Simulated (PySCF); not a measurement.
```xyz
16

C     2.9566   -0.2136    0.2011
S     1.3256   -0.9738    0.4594
Si    0.1329    0.4496   -0.5920
S     0.6642    2.4501   -0.0229
C    -1.7191    0.0816   -0.1766
C    -2.0100   -1.2620    0.4476
F    -2.4155    0.2029   -1.3542
F    -2.2383    1.0805    0.6121
H     3.2063   -0.2402   -0.8541
H     3.6698   -0.8004    0.7693
H     2.9390    0.8091    0.5633
H     0.2812    0.3009   -2.0344
H    -0.5687    2.8831    0.1821
H    -1.4725   -1.3501    1.3875
H    -1.6802   -2.0463   -0.2275
H    -3.0789   -1.3623    0.6278
```

Geometry: GFN2-xTB.

These are results of PySCF 2.14.0, PBE0/pcSseg-1, SCF density, gas phase, non-relativistic, not measurements.

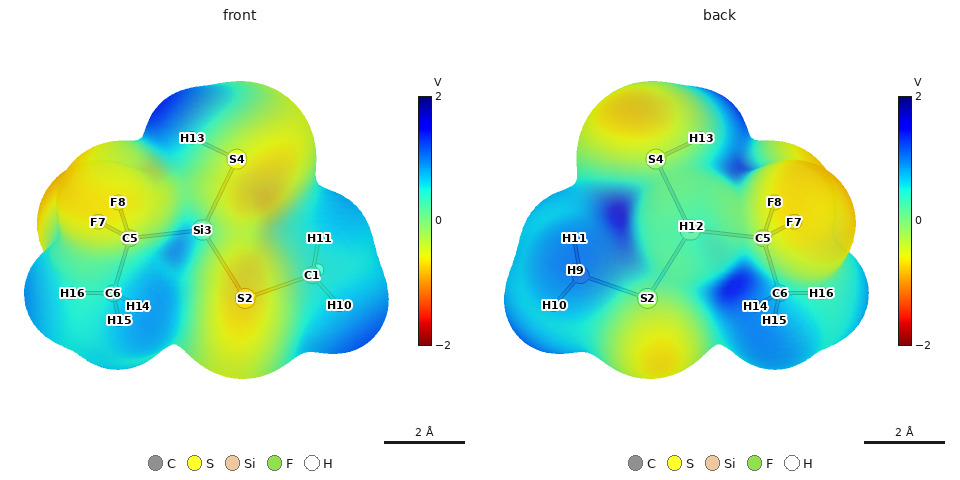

C3H8F2S2Si. The molecular electrostatic potential painted on the density surface at 0.002 e/bohr³, seen from the front and from behind; the colour scale runs from red (negative) to blue (positive).

Q: Which sites attract a positive test charge, and which a negative one?

A: A positive charge is drawn to the negative regions and a negative charge to the positive ones. The most negative region (about −0.8 V) lies over S4 and F7, the most positive (about +1.4 V) over Si3.
